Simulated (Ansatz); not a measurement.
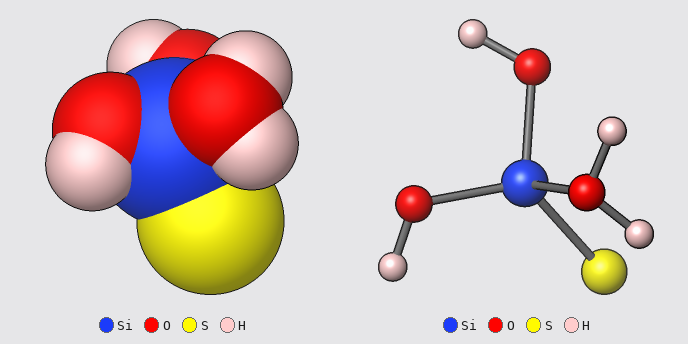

The same structure drawn twice, from different directions.

Computed geometry: PBE0-D4/def2-TZVP optimisation.

What is the molecular formula?

Answer. H4O3SSi, 9 atoms: 4 hydrogen, 3 oxygen, 1 sulfur and 1 silicon.

How many bonds of each kind are drawn?

Answer. 4 O–H, 3 O–Si, 1 S–Si. Sticks follow a distance rule.

The parts below concern this one geometry. Atoms keep their numbers from picture to picture.

Shape

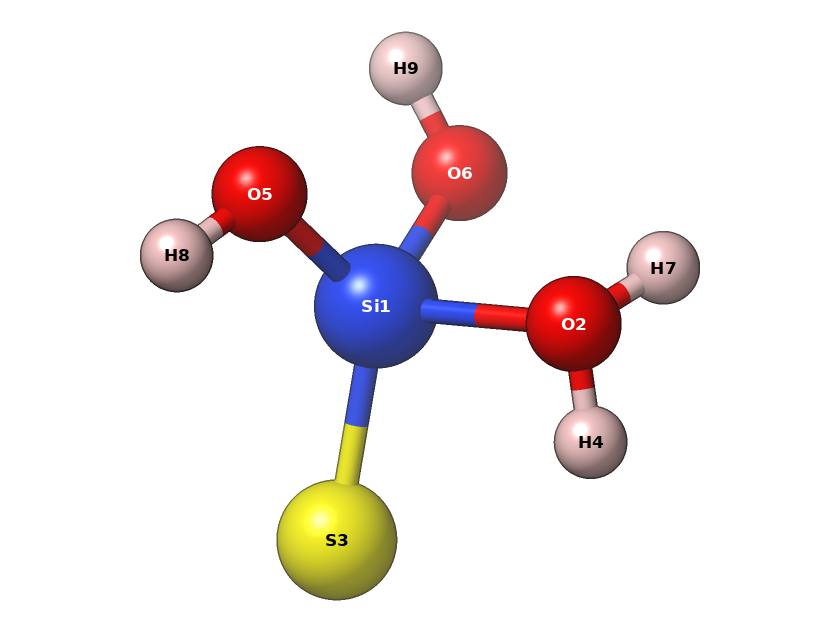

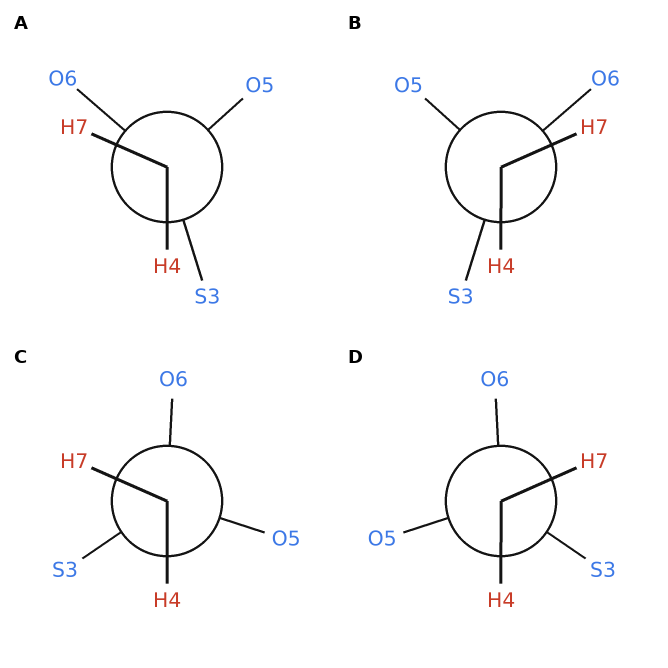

Distant atoms are faded towards the background colour. Bonds that would overlap in a projection are set slightly apart.

Which Newman projection shows the view along O2–Si1, with O2 in front?

Answer. B. The torsion angle H4–O2–Si1–S3 is 4°, synperiplanar (eclipsed).

Vibrations

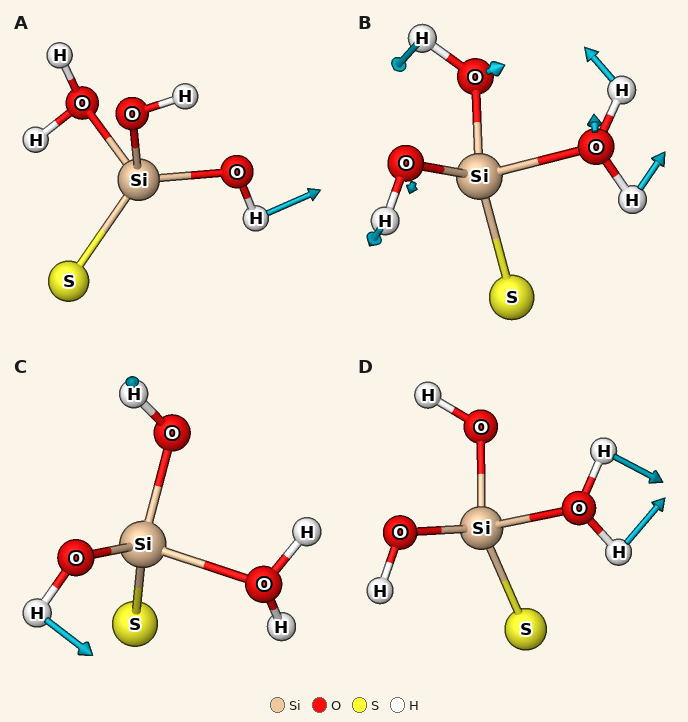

4 normal modes of one molecule or complex, as arrows. Harmonic vibrations computed with RKS PBE0-D4/def2-TZVP (Ansatz 0.2.0) at a stationary point of the same level.

Match the panels to the wavenumbers 150 cm⁻¹, 388 cm⁻¹, 859 cm⁻¹, 1586 cm⁻¹.

Answer. A: 859 cm⁻¹, H–O–Si bending
B: 150 cm⁻¹
C: 388 cm⁻¹
D: 1586 cm⁻¹, H–O–H bending

Dipole moment

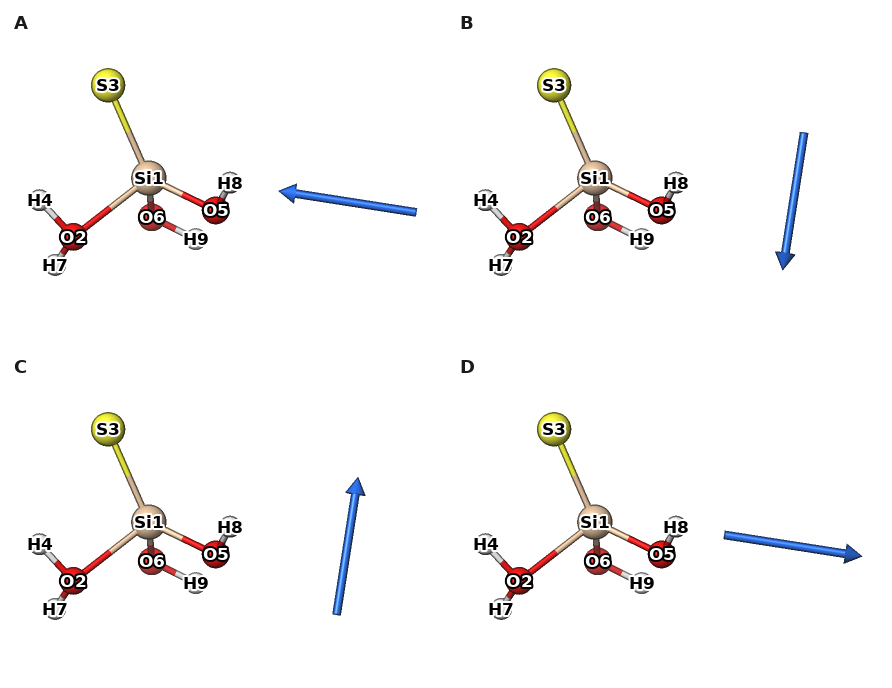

The same molecule four times, each with an arrow. Method: RKS PBE0-D4/def2-TZVP (Ansatz 0.2.0).

Which arrow points along the dipole moment, from the negative to the positive end?

Answer. B. The dipole moment is 4.70 D; it points from the side of S3 to the side of H7 (the outermost atoms at the two ends).

Charges

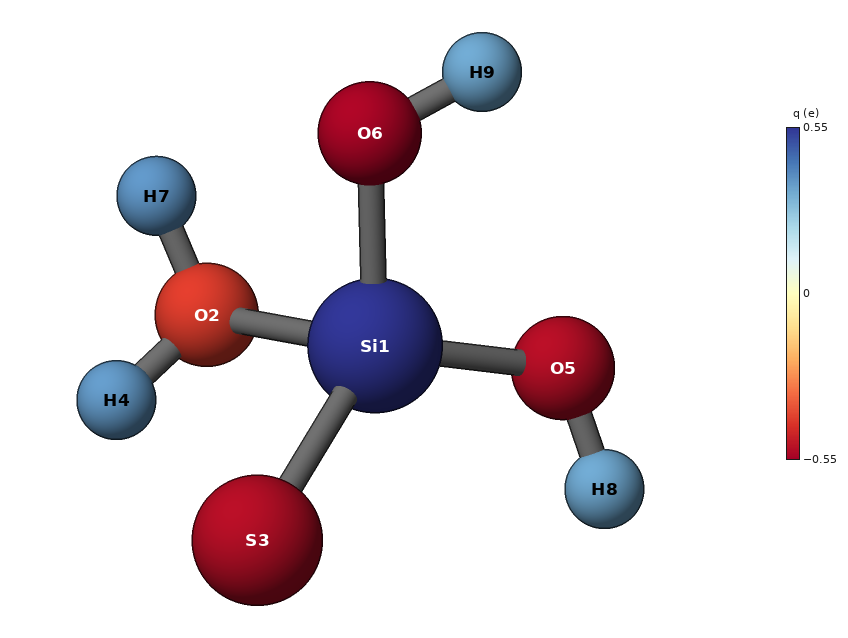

Atoms are coloured by their Mulliken charges. Properties computed with RKS PBE0-D4/def2-TZVP (Ansatz 0.2.0).

Which atom carries the highest charge (most positive or least negative)?

Answer. Si1 (0.55 e).

And the lowest?

Answer. O6 (−0.54 e).

List the Mulliken charges.

```json
{"atom": "Si1", "value (e)": "0.55"}
{"atom": "O2", "value (e)": "−0.41"}
{"atom": "S3", "value (e)": "−0.51"}
{"atom": "H4", "value (e)": "0.37"}
{"atom": "O5", "value (e)": "−0.51"}
{"atom": "O6", "value (e)": "−0.54"}
{"atom": "H7", "value (e)": "0.38"}
{"atom": "H8", "value (e)": "0.34"}
{"atom": "H9", "value (e)": "0.34"}
```

Mulliken values depend strongly on the basis set and can even reverse the polarity of a bond.
